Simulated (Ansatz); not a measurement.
**FCI/STO-3G run of AlHBr (SMILES [AlH][Br])**

Aim: the energy change on altering one bond length of AlHBr at FCI/STO-3G, from 2 runs. 

The results are computed with Ansatz 0.2.0.

59 further runs of the same task are left out: 10 that didn't finish, 49 set aside as unsound or not needed.

### 1 The molecule

The species is AlHBr (3 atoms), meant as a doublet with charge 0. SMILES: `[AlH][Br]`. The shape is that of a PBE0-D4/def2-TZVP optimisation.

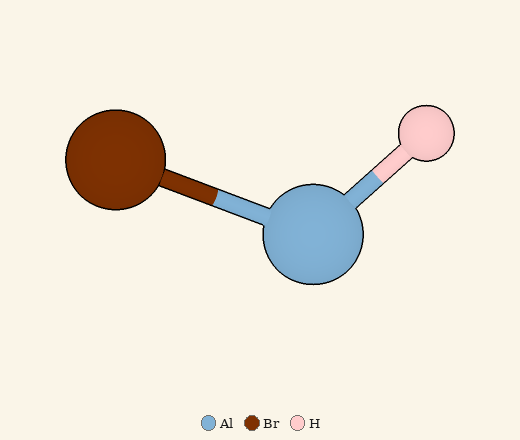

The structure, seen from a chosen angle (aluminium light blue, bromine brown, hydrogen pink).

### 2 The energy at FCI/STO-3G

File run.yaml:

```yaml
crystal:
  periodic: [false, false, false]
  atoms:
    - symbol: Al
      position_ang: [-0.296700, -0.628000, -0.239100]
    - symbol: Br
      position_ang: [1.584500, 0.008600, 0.871100]
    - symbol: H
      position_ang: [-1.298900, 0.554600, -0.645300]
basis:
  gaussian: {orbitals: STO-3G}
magnetization: {spin_polarized: true, initial_magnetization: 1}
correlation: {method: fci, frozen_orbitals: {Al: 5, Br: 9, H: 0}}
accuracy: high
```

The run is started by

```sh
$ ansatz run run.yaml --threads 1 --pin off --max-ram 2610MiB --events-out events.jsonl --progress --plain --runs-dir runs
```

The program printed:

```text
Warning: RAYON_NUM_THREADS=1 ignored (pool sized by the plan → 1); use --threads N
Functional definition: HF
  name "HF"
  exchange = exact_x
  correlation = 0
390 factors; integrals over basis functions are off by at most 1.2e-8 eV
mean field evaluation 1: about -75762.2472 eV, gradient 1.0e1 eV
mean field evaluation 2: about -75762.2762 eV, gradient 1.0e1 eV
mean field evaluation 4: about -75763.7203 eV, gradient 1.2e0 eV
mean field evaluation 8: about -75763.7639 eV, gradient 1.9e-2 eV
mean field -75763.76392015 eV, -2784.2669695417 hartree, gradient 8.0e-8 eV, S^2 0.758604; 0 other end points of the search recorded, 0 dependent functions left out
mean field evaluation 16: about -75763.7149 eV, gradient 4.6e-1 eV
14 core orbitals not correlated: weight in the atoms' cores, before any rotation towards them, 1.000 or more for the frozen orbitals, at most 0.000 for the correlated occupied ones
reference -75763.71494877 eV, -2784.2651698768 hartree; 11, 10 occupied and 3, 4 virtual orbitals, 390 factors
state -75764.70825262 eV, -2784.3016731200 hartree
Total energy: -75764.70825262 eV, -2784.3016731200 hartree
```

Wall time 1.1 s (1 thread of Arm Neoverse V1, shared host).

### 3 The distorted shape

File job.yaml:

```yaml
crystal:
  periodic: [false, false, false]
  atoms:
    - {symbol: Al, position_ang: [-0.766959, -0.787136, -0.516626]}
    - {symbol: Br, position_ang: [1.584500, 0.008600, 0.871100]}
    - {symbol: H, position_ang: [-1.769159, 0.395464, -0.922826]}
basis:
  gaussian:
    orbitals: STO-3G
correlation:
  method: fci
  frozen_orbitals: {Al: 5, Br: 9, H: 0}
magnetization:
  spin_polarized: true
  initial_magnetization: 1
accuracy: high
```

The run is started by

```sh
$ ansatz run job.yaml --threads 1 --pin off --max-ram 2610MiB --events-out events.jsonl --progress --plain --runs-dir runs
```

The program printed:

```text
Warning: RAYON_NUM_THREADS=1 ignored (pool sized by the plan → 1); use --threads N
[... 4 set-up lines as earlier in the session ...]
370 factors; integrals over basis functions are off by at most 1.1e-8 eV
mean field evaluation 1: about -75759.9298 eV, gradient 9.6e0 eV
mean field evaluation 2: about -75759.9592 eV, gradient 9.5e0 eV
mean field evaluation 4: about -75761.8089 eV, gradient 1.4e0 eV
mean field evaluation 8: about -75761.9055 eV, gradient 6.2e-3 eV
mean field evaluation 16: about -75759.7253 eV, gradient 3.6e-1 eV
mean field -75761.90074519 eV, -2784.1984991251 hartree, gradient 1.3e-8 eV, S^2 0.782494; 2 other end points of the search recorded, 0 dependent functions left out
mean field evaluation 32: about -75761.7687 eV, gradient 6.2e-1 eV
14 core orbitals not correlated: weight in the atoms' cores, before any rotation towards them, 1.000 or more for the frozen orbitals, at most 0.000 for the correlated occupied ones
reference -75761.76865090 eV, -2784.1936447492 hartree; 11, 10 occupied and 3, 4 virtual orbitals, 370 factors
state -75762.98083536 eV, -2784.2381917066 hartree
Total energy: -75762.98083536 eV, -2784.2381917066 hartree
```

Run time: 1.3 s. Hardware: 1 thread of Arm Neoverse V1, shared host.

### 4 What came out

Level: FCI/STO-3G, 14 core orbitals frozen.

| quantity | value |
| --- | --- |
| first shape: total energy | -2784.30167 Eh |
| first shape: correlation energy (14 core orbitals frozen) | -36.5 mEh |
| distorted shape: total energy | -2784.23819 Eh |
| distorted shape: correlation energy (14 core orbitals frozen) | -44.5 mEh |
| energy change with the Al1–Br2 bond stretched from 2.275 to 2.844 Å | 1.727 eV |

With the Al1–Br2 bond stretched from 2.275 to 2.844 Å the energy rises by 1.73 eV (167 kJ/mol). The first shape isn't relaxed at this level, so the change isn't measured from a minimum. The minimal basis adds a large error of its own.
